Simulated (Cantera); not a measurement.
Feed: 1 mol Fe₃O₄, 4.3 mol CH₄, 0.28 mol H₂, at 1400 K.

Equilibrium computed with Cantera from the NASA thermochemical tables; the gas is ideal and each condensed phase is pure. Candidate condensed phases: C, C₆H₆, C₇H₈, C₈H₁₈, Fe, Fe(CO)₅, FeO, Fe(OH)₂, Fe(OH)₃, Fe₂O₃, Fe₃O₄, H₂O; 114 gas species. Condensed phases not in the tables: cementite and carbon dissolved in iron. The numbers say what is thermodynamically allowed, not how fast it happens.

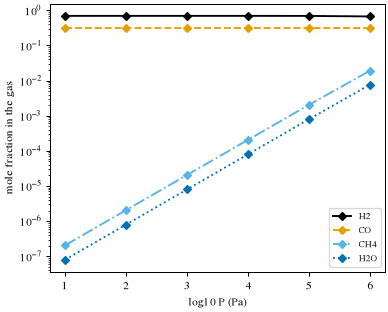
Fig. 1. Equilibrium gas composition (values under 1e-9 drawn at 1e-9)

From 10.0 Pa to 1000000 Pa the condensed part is C(graphite) + Fe(γ).
